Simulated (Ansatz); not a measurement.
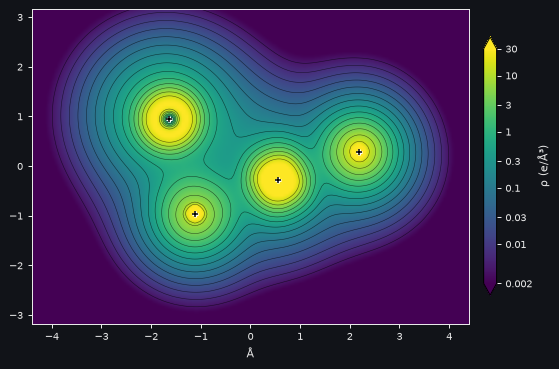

The electron density on a plane through atoms (crosses mark nuclei in the plane).

Method: isolated molecule in a Gaussian basis; Kohn-Sham density functional theory, functional PBE0 (Ansatz 0.2.0).

Candidates:
A. Cl₂SiSn (triplet)
B. C₂H₆Ga (doublet)
C. CuFOTe

> Which system is this?

Candidate C: CuFOTe on the molecular plane, which holds Cu, F, O and Te. Cu–F (1.73 Å): the density is about 0.94 e/Å³ at the midpoint. Cu–O (1.81 Å): ρ at the midpoint is about 0.87 e/Å³.
